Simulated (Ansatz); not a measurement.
# Nudged elastic band of SiN2H6O

System: SiN2H6O.
Method: RKS revPBE-D4/6-31G* (Ansatz 0.2.0).

It belongs to a series of runs on one base structure; here: band between the two ends.

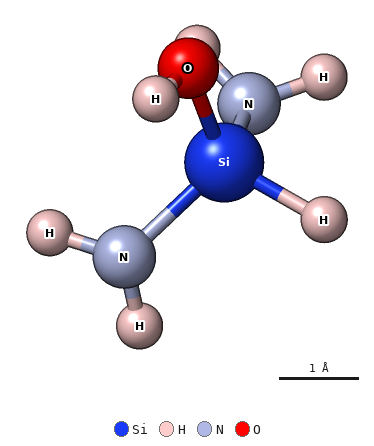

Figure 1. The input geometry (ball-and-stick view, seen at a tilt).

**Input**
```yaml
crystal:
  periodic: [false, false, false]
  atoms:
    - { symbol: Si, position_ang: [0.082047, -0.137431, 0.27818] }
    - { symbol: H, position_ang: [-0.190863, -0.353257, 1.738721] }
    - { symbol: "N", position_ang: [1.81733, -0.223117, 0.134781] }
    - { symbol: H, position_ang: [2.348355, 0.163511, 0.918205] }
    - { symbol: H, position_ang: [2.240839, 0.087172, -0.742661] }
    - { symbol: O, position_ang: [-0.438955, 1.344274, -0.338133] }
    - { symbol: H, position_ang: [-1.403638, 1.338723, -0.499591] }
    - { symbol: "N", position_ang: [-0.850918, -1.349721, -0.567586] }
    - { symbol: H, position_ang: [-0.771169, -2.302826, -0.204475] }
    - { symbol: H, position_ang: [-0.767527, -1.377228, -1.586842] }
basis:
  gaussian: { orbitals: "6-31G*" }
hamiltonian:
  xc: revpbe
  dispersion: d4
neb:
  order_check: false
  images: 7
  f_tol: 0.05
  max_iterations: 60
  spring: { min: 2.0, max: 10.0 }
  final_atoms:
    - { symbol: Si, position_ang: [-1.09911229, -0.21978892, 0.33939415] }
    - { symbol: H, position_ang: [1.63835297, 0.25921843, 1.64047574] }
    - { symbol: "N", position_ang: [2.06770903, 0.08608117, 0.72303164] }
    - { symbol: H, position_ang: [1.77168477, -0.85774039, 0.44588361] }
    - { symbol: H, position_ang: [1.59864497, 0.71725274, 0.06180177] }
    - { symbol: O, position_ang: [-0.77264592, 0.98125687, -0.84418766] }
    - { symbol: H, position_ang: [-0.93791905, 1.87409487, -0.48306087] }
    - { symbol: "N", position_ang: [-0.77542663, -1.58593354, -0.69008987] }
    - { symbol: H, position_ang: [-0.9106718, -2.54935035, -0.38551894] }
    - { symbol: H, position_ang: [-0.51511506, -1.51499087, -1.67713057] }
  initial_path:
    images:
      - { positions_ang: [[0.082047, -0.137431, 0.27818], [-0.190863, -0.353257, 1.738721], [1.81733, -0.223117, 0.134781], [2.348355, 0.163511, 0.918205], [2.240839, 0.087172, -0.742661], [-0.438955, 1.344274, -0.338133], [-1.403638, 1.338723, -0.499591], [-0.850918, -1.349721, -0.567586], [-0.771169, -2.302826, -0.204475], [-0.767527, -1.377228, -1.586842]] }
      - { positions_ang: [[0.06081645, -0.10497942, 0.21262606], [0.06264486, -0.28408008, 1.66757814], [1.85095638, -0.17050417, 0.23246331], [2.37626483, -0.10573674, 0.76194323], [2.2910435, 0.29518923, -0.4565799], [-0.53234567, 1.35376462, -0.36982095], [-1.49486064, 1.29218029, -0.54868531], [-0.84953062, -1.37917985, -0.59244596], [-0.92092587, -2.2586459, -0.15914464], [-0.77856222, -1.44790797, -1.61733499]] }
      - { positions_ang: [[0.0395859, -0.07252785, 0.14707213], [0.31615272, -0.21490316, 1.59643527], [1.88458276, -0.11789134, 0.33014562], [2.40417467, -0.37498449, 0.60568147], [2.341248, 0.50320646, -0.17049879], [-0.62573634, 1.36325524, -0.4015089], [-1.58608328, 1.24563758, -0.59777962], [-0.84814325, -1.40863871, -0.61730592], [-1.07068274, -2.21446579, -0.11381427], [-0.78959744, -1.51858794, -1.64782799]] }
      - { positions_ang: [[0.01835536, -0.04007627, 0.08151819], [0.56966058, -0.14572623, 1.52529241], [1.91820915, -0.0652785, 0.42782793], [2.4320845, -0.64423223, 0.4494197], [2.39145249, 0.71122368, 0.11558231], [-0.71912702, 1.37274585, -0.43319685], [-1.67730592, 1.19909487, -0.64687393], [-0.84675587, -1.43809756, -0.64216588], [-1.2204396, -2.17028569, -0.06848391], [-0.80063266, -1.58926791, -1.67832098]] }
      - { positions_ang: [[-0.00287519, -0.0076247, 0.01596426], [0.82316844, -0.07654931, 1.45414954], [1.95183553, -0.01266567, 0.52551024], [2.45999433, -0.91347998, 0.29315794], [2.44165699, 0.91924091, 0.40166342], [-0.81251769, 1.38223647, -0.4648848], [-1.76852856, 1.15255216, -0.69596824], [-0.8453685, -1.46755642, -0.66702584], [-1.37019647, -2.12610559, -0.02315354], [-0.81166789, -1.65994787, -1.70881398]] }
      - { positions_ang: [[-0.27693447, -0.06066576, 0.09682173], [1.02696457, 0.00739262, 1.50073109], [1.9808039, 0.01202104, 0.57489059], [2.28791694, -0.89954508, 0.33133936], [2.23090399, 0.86874387, 0.316698], [-0.80254975, 1.28199157, -0.55971051], [-1.56087619, 1.33293784, -0.6427414], [-0.82788303, -1.4971507, -0.67279184], [-1.2553153, -2.23191678, -0.11374489], [-0.73752968, -1.62370862, -1.70089313]] }
      - { positions_ang: [[-0.55099374, -0.11370681, 0.1776792], [1.2307607, 0.09133456, 1.54731264], [2.00977228, 0.03670775, 0.62427094], [2.11583955, -0.88561019, 0.36952078], [2.02015098, 0.81824682, 0.23173259], [-0.7925818, 1.18174667, -0.65453623], [-1.35322381, 1.51332352, -0.58951456], [-0.81039756, -1.52674498, -0.67855785], [-1.14043413, -2.33772797, -0.20433624], [-0.66339147, -1.58746937, -1.69297228]] }
      - { positions_ang: [[-0.82505301, -0.16674787, 0.25853668], [1.43455684, 0.1752765, 1.59389419], [2.03874066, 0.06139446, 0.67365129], [1.94376216, -0.87167529, 0.40770219], [1.80939798, 0.76774978, 0.14676718], [-0.78261386, 1.08150177, -0.74936194], [-1.14557143, 1.69370919, -0.53628771], [-0.7929121, -1.55633926, -0.68432386], [-1.02555297, -2.44353916, -0.29492759], [-0.58925326, -1.55123012, -1.68505142]] }
      - { positions_ang: [[-1.09911229, -0.21978892, 0.33939415], [1.63835297, 0.25921843, 1.64047574], [2.06770903, 0.08608117, 0.72303164], [1.77168477, -0.85774039, 0.44588361], [1.59864497, 0.71725274, 0.06180177], [-0.77264592, 0.98125687, -0.84418766], [-0.93791905, 1.87409487, -0.48306087], [-0.77542663, -1.58593354, -0.69008987], [-0.9106718, -2.54935035, -0.38551894], [-0.51511506, -1.51499087, -1.67713057]] }
```

Hardware: 1 thread of Arm Neoverse V2, 24 GiB of memory available, shared host.

Launch command:
```bash
ansatz run input.yaml --threads 1 --pin off --max-ram 2048MiB --backend cpu --events-out ev --progress --plain --runs-dir out
```

**Output**
```
Engine: ansatz 0.2.0, aarch64-unknown-linux-gnu
Functional definition: revPBE
  parameter kappa = 1.245
  parameter beta = 0.06672455060314922
  exchange = pbe_x(kappa = kappa, mu = beta*pi^2/3)
  correlation = pbe_c(beta = beta)
973 factors; their error is unknown
mean field evaluation 1: about -12984.7073 eV, gradient 9.3e1 eV
mean field evaluation 2: about -12946.7254 eV, gradient 1.6e2 eV
mean field evaluation 4: about -13000.6573 eV, gradient 1.0e1 eV
mean field evaluation 8: about -13000.8668 eV, gradient 2.2e-1 eV
mean field evaluation 16: about -13000.8089 eV, gradient 3.3e-5 eV
mean field -13000.80885176 eV, -477.7709130373 hartree, gradient 3.3e-5 eV, S^2 0.000000; 0 other end points of the search recorded, 0 dependent functions left out
the calculation of the forces begins
reference -13000.80889085 eV, -477.7709144739 hartree; 21, 21 occupied and 55, 55 virtual orbitals, 973 factors
973 factors; their error is unknown
mean field evaluation 32: about -12999.3747 eV, gradient 2.5e-3 eV
mean field -12999.37474611 eV, -477.7182106268 hartree, gradient 2.2e-5 eV, S^2 0.000000; 0 other end points of the search recorded, 0 dependent functions left out
[... from here on the field's lines of each further geometry are left out, up to the last ...]
NEB iter   1: max|band force component| = 5.512e1 eV/Å  barrier→ = 10.2474 eV  barrier← = 8.7559 eV  Δτ_max = 0.2000 Å  (248 SCF iters)
NEB iter   2: max|band force component| = 6.210e0 eV/Å  barrier→ = 3.3264 eV  barrier← = 1.8349 eV  Δτ_max = 0.2000 Å  (248 SCF iters)
NEB iter   3: max|band force component| = 4.050e0 eV/Å  barrier→ = 2.7834 eV  barrier← = 1.2918 eV  Δτ_max = 0.2000 Å  (226 SCF iters)
NEB iter   4: max|band force component| = 1.963e0 eV/Å  barrier→ = 2.9045 eV  barrier← = 1.4130 eV  Δτ_max = 0.1009 Å  (240 SCF iters)
NEB iter   5: max|band force component| = 1.023e0 eV/Å  barrier→ = 2.8625 eV  barrier← = 1.3709 eV  Δτ_max = 0.1005 Å  (208 SCF iters)
NEB iter   6: max|band force component| = 9.446e-1 eV/Å  barrier→ = 2.8251 eV  barrier← = 1.3335 eV  Δτ_max = 0.1002 Å  (205 SCF iters)
NEB iter   7: max|band force component| = 1.352e0 eV/Å  barrier→ = 2.8183 eV  barrier← = 1.3268 eV  Δτ_max = 0.0504 Å  (206 SCF iters)
NEB iter   8: max|band force component| = 5.633e-1 eV/Å  barrier→ = 2.8067 eV  barrier← = 1.3152 eV  Δτ_max = 0.0997 Å  (205 SCF iters)
NEB iter   9: max|band force component| = 3.940e-1 eV/Å  barrier→ = 2.7941 eV  barrier← = 1.3026 eV  CI = image 4  Δτ_max = 0.0462 Å  (208 SCF iters)
NEB iter  10: max|band force component| = 3.399e-1 eV/Å  barrier→ = 2.7897 eV  barrier← = 1.2981 eV  CI = image 4  Δτ_max = 0.0805 Å  (214 SCF iters)
NEB iter  11: max|band force component| = 9.611e-2 eV/Å  barrier→ = 2.7844 eV  barrier← = 1.2928 eV  CI = image 4  Δτ_max = 0.0586 Å  (207 SCF iters)
NEB iter  12: max|band force component| = 8.311e-2 eV/Å  barrier→ = 2.7828 eV  barrier← = 1.2912 eV  CI = image 4  Δτ_max = 0.0346 Å  (212 SCF iters)
the calculation of the forces begins
reference -12999.16663009 eV, -477.7105625043 hartree; 21, 21 occupied and 55, 55 virtual orbitals, 973 factors
973 factors; their error is unknown
mean field evaluation 896: about -12922.8584 eV, gradient 1.8e2 eV
mean field -12998.01321231 eV, -477.6681751826 hartree, gradient 3.0e-5 eV, S^2 0.000000; 1 other end points of the search recorded, 0 dependent functions left out
the calculation of the forces begins
reference -12998.01325066 eV, -477.6681765919 hartree; 21, 21 occupied and 55, 55 virtual orbitals, 973 factors
NEB iter  13: max|band force component| = 4.779e-2 eV/Å  barrier→ = 2.7822 eV  barrier← = 1.2906 eV  CI = image 4  Δτ_max = 0.0000 Å  (416 SCF iters)
```

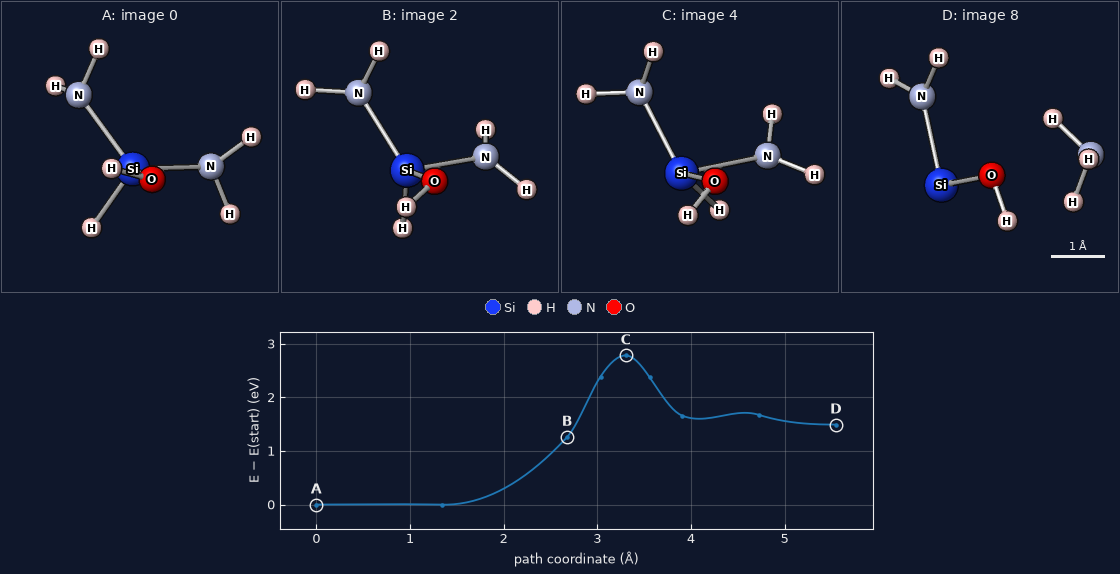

Figure 2. Images of the last band (counted from 0; ball-and-stick, seen at a tilt) above the energy along the path; the line is a cubic interpolation that uses the forces. The highest image is number 4, 2.782 eV above the start and 1.291 eV above the end (the climbing image); the end lies 1.492 eV above the start. The path is 5.55 Å long. The band converged in 13 iterations.

```
Total energy: -12998.58894549 eV, -477.6893329866 hartree
Atom 0 at    -0.307108    -0.106211     0.315973 Å, force    -0.007971     0.025385    -0.005920 eV/Å
Atom 1 at     0.819530    -0.050865     1.532856 Å, force    -0.002323    -0.005206    -0.009117 eV/Å
Atom 2 at     1.595645    -0.018560     0.318648 Å, force    -0.007799    -0.028209     0.006337 eV/Å
Atom 3 at     2.159932    -0.853170     0.130613 Å, force     0.013732     0.004192    -0.002648 eV/Å
Atom 4 at     2.104096     0.861055     0.184847 Å, force    -0.007847     0.003265    -0.001223 eV/Å
Atom 5 at    -0.595740     1.225568    -0.719362 Å, force    -0.024923    -0.003165     0.008150 eV/Å
Atom 6 at    -1.424194     1.680547    -0.466682 Å, force     0.026783    -0.016897    -0.002530 eV/Å
Atom 7 at    -0.511554    -1.668260    -0.477166 Å, force     0.008449     0.033392     0.014764 eV/Å
Atom 8 at    -1.329621    -2.208960    -0.187237 Å, force     0.005078    -0.004185    -0.006963 eV/Å
Atom 9 at    -0.445485    -1.671044    -1.501891 Å, force    -0.003178    -0.008573    -0.000850 eV/Å
Dipole moment:     0.079041    -0.041626    -0.140315 e Å
this run last wrote the band of iteration 13 to [file]
```

**The last band as extended XYZ (Å, eV, eV/Å)**
```
10
Properties=species:S:1:pos:R:3:forces:R:3 image=0 energy=-13001.37108
Si    0.0820   -0.1374    0.2782    0.0164   0.0072   0.0055
H    -0.1909   -0.3533    1.7387    0.0019   0.0065   0.0031
N     1.8173   -0.2231    0.1348    0.0007  -0.0224   0.0099
H     2.3484    0.1635    0.9182   -0.0014   0.0051   0.0049
H     2.2408    0.0872   -0.7427   -0.0006   0.0024  -0.0088
O    -0.4390    1.3443   -0.3381   -0.0237  -0.0096  -0.0051
H    -1.4036    1.3387   -0.4996    0.0004   0.0138   0.0072
N    -0.8509   -1.3497   -0.5676    0.0198  -0.0037  -0.0199
H    -0.7712   -2.3028   -0.2045   -0.0065   0.0038   0.0058
H    -0.7675   -1.3772   -1.5868   -0.0070  -0.0031  -0.0026
10
Properties=species:S:1:pos:R:3:forces:R:3 image=1 energy=-13001.37342
Si    0.0874   -0.1207    0.2653   -0.0042  -0.0004  -0.0028
H    -0.2272   -0.3771    1.7179    0.0226   0.0156   0.0009
N     1.7951   -0.0806   -0.0781   -0.0168   0.0079   0.0068
H     2.4378   -0.5269    0.5772   -0.0071  -0.0149  -0.0186
H     2.1663    0.8217   -0.3795    0.0039   0.0017   0.0262
O    -0.4365    1.3841   -0.2811   -0.0030  -0.0055  -0.0171
H    -1.3347    1.3022   -0.6567   -0.0058   0.0109   0.0048
N    -0.8092   -1.3667   -0.5625    0.0156  -0.0135   0.0063
H    -1.1486   -2.1512   -0.0052   -0.0069  -0.0020  -0.0065
H    -0.4651   -1.6946   -1.4666    0.0018   0.0002   0.0001
10
Properties=species:S:1:pos:R:3:forces:R:3 image=2 energy=-13000.10828
Si   -0.0544   -0.1132    0.2532    1.2534  -0.0091  -0.3266
H     0.3638   -0.0578    1.7051   -2.1762  -0.0485   0.7077
N     1.6623   -0.0060    0.0566    0.4405  -0.0040  -1.6009
H     2.2210   -0.8429    0.1557    0.3212  -0.0004   0.0089
H     2.1422    0.8729    0.2111    0.2560  -0.0358   0.0085
O    -0.5887    1.2220   -0.6525    0.0365  -0.0297   0.4849
H    -1.4510    1.6402   -0.4750   -0.0863  -0.1832   0.1577
N    -0.4994   -1.6614   -0.4529   -0.0148   0.1350   0.2184
H    -1.3243   -2.2028   -0.1932   -0.0364   0.1213   0.1441
H    -0.4060   -1.6609   -1.4775    0.0060   0.0544   0.1974
10
Properties=species:S:1:pos:R:3:forces:R:3 image=3 energy=-12998.98377
Si   -0.1888   -0.1109    0.2927    1.1767   0.0151  -0.2240
H     0.6263   -0.0615    1.6224   -1.7753  -0.0363   0.8250
N     1.6206   -0.0162    0.2184    0.2815  -0.0239  -1.0956
H     2.1861   -0.8532    0.1257    0.2694  -0.0315  -0.1664
H     2.1215    0.8669    0.1923    0.2111   0.0296  -0.1118
O    -0.5946    1.2268   -0.6863   -0.0241  -0.0263   0.3334
H    -1.4354    1.6711   -0.4625   -0.0569  -0.0826   0.0559
N    -0.5093   -1.6658   -0.4726   -0.0313   0.0667   0.1780
H    -1.3297   -2.2091   -0.2008   -0.0502   0.0269   0.0617
H    -0.4312   -1.6580   -1.4986   -0.0009   0.0622   0.1438
10
Properties=species:S:1:pos:R:3:forces:R:3 image=4 energy=-12998.58891
Si   -0.3071   -0.1062    0.3160   -0.0080   0.0254  -0.0059
H     0.8195   -0.0509    1.5329   -0.0023  -0.0052  -0.0091
N     1.5956   -0.0186    0.3186   -0.0078  -0.0282   0.0063
H     2.1599   -0.8532    0.1306    0.0137   0.0042  -0.0026
H     2.1041    0.8611    0.1848   -0.0078   0.0033  -0.0012
O    -0.5957    1.2256   -0.7194   -0.0249  -0.0032   0.0081
H    -1.4242    1.6805   -0.4667    0.0268  -0.0169  -0.0025
N    -0.5116   -1.6683   -0.4772    0.0084   0.0334   0.0148
H    -1.3296   -2.2090   -0.1872    0.0051  -0.0042  -0.0070
H    -0.4455   -1.6710   -1.5019   -0.0032  -0.0086  -0.0008
10
Properties=species:S:1:pos:R:3:forces:R:3 image=5 energy=-12998.99830
Si   -0.4222   -0.1083    0.3276   -1.2089   0.0301   0.1339
H     0.9914   -0.0549    1.4469    1.9024   0.0376  -0.9647
N     1.5616   -0.0181    0.4124   -0.3443  -0.0262   0.9268
H     2.1305   -0.8453    0.1647   -0.3009   0.0516   0.2999
H     2.0744    0.8585    0.2239   -0.2774  -0.0546   0.2422
O    -0.5962    1.2267   -0.7392    0.0174  -0.0156  -0.2753
H    -1.4180    1.6836   -0.4669    0.0854   0.0466  -0.0369
N    -0.5023   -1.6674   -0.5022    0.0548   0.0330  -0.1354
H    -1.3189   -2.2134   -0.2116    0.0648  -0.0188  -0.0632
H    -0.4348   -1.6713   -1.5250    0.0068  -0.0837  -0.1272
10
Properties=species:S:1:pos:R:3:forces:R:3 image=6 energy=-12999.71047
Si   -0.5684   -0.1107    0.3409   -0.5641   0.0081   0.0821
H     1.2625   -0.0584    1.4777    1.0174   0.0121   0.0878
N     1.5164   -0.0137    0.4746   -0.1405  -0.0084   0.2105
H     2.0717   -0.8363    0.1973   -0.2101   0.0209   0.0798
H     2.0234    0.8568    0.2614   -0.1783  -0.0143   0.0646
O    -0.6139    1.2084   -0.7783   -0.0482  -0.0929  -0.1740
H    -1.4018    1.7145   -0.4941    0.0773   0.1257  -0.1031
N    -0.5042   -1.6602   -0.5344   -0.0293   0.0676  -0.0654
H    -1.3037   -2.2382   -0.2580    0.0595  -0.0925  -0.1022
H    -0.4164   -1.6721   -1.5564    0.0163  -0.0263  -0.0802
10
Properties=species:S:1:pos:R:3:forces:R:3 image=7 energy=-12999.69891
Si   -0.8769   -0.1327    0.3596   -0.2674  -0.0082   0.0137
H     1.3191   -0.0431    1.5159    0.0608   0.0219   0.0361
N     1.9823    0.0064    0.7376    0.4150   0.0194   0.2039
H     1.8721   -0.8146    0.1409   -0.1702   0.0045  -0.0451
H     1.8332    0.8593    0.1970   -0.1747  -0.0107  -0.0722
O    -0.7066    1.0712   -0.8519   -0.0913  -0.1077  -0.0510
H    -1.1908    1.8620   -0.5394    0.2011   0.1050  -0.0167
N    -0.6203   -1.5827   -0.5842   -0.0967   0.0758  -0.0466
H    -1.0927   -2.4233   -0.2520    0.1754  -0.1560   0.0152
H    -0.4538   -1.6123   -1.5929   -0.0519   0.0560  -0.0373
10
Properties=species:S:1:pos:R:3:forces:R:3 image=8 energy=-12999.87955
Si   -1.0991   -0.2198    0.3394    0.0036  -0.0160  -0.0138
H     1.6384    0.2592    1.6405   -0.0013  -0.0005  -0.0025
N     2.0677    0.0861    0.7230   -0.0080   0.0032  -0.0099
H     1.7717   -0.8577    0.4459    0.0041  -0.0007   0.0042
H     1.5986    0.7173    0.0618    0.0061  -0.0012   0.0068
O    -0.7726    0.9813   -0.8442   -0.0005  -0.0021   0.0012
H    -0.9379    1.8741   -0.4831    0.0005  -0.0017   0.0012
N    -0.7754   -1.5859   -0.6901   -0.0019   0.0058   0.0025
H    -0.9107   -2.5494   -0.3855   -0.0025   0.0083   0.0034
H    -0.5151   -1.5150   -1.6771   -0.0002   0.0047   0.0069
```

**Key numbers**

| quantity | value |
| --- | --- |
| outcome | converged |
| barrier, forward | 2.782 eV |
| barrier, backward | 1.291 eV |
| wall time | 3.2 min |
| peak memory | 0.12 GiB |

**Notes**

The order of the saddle point was not checked.
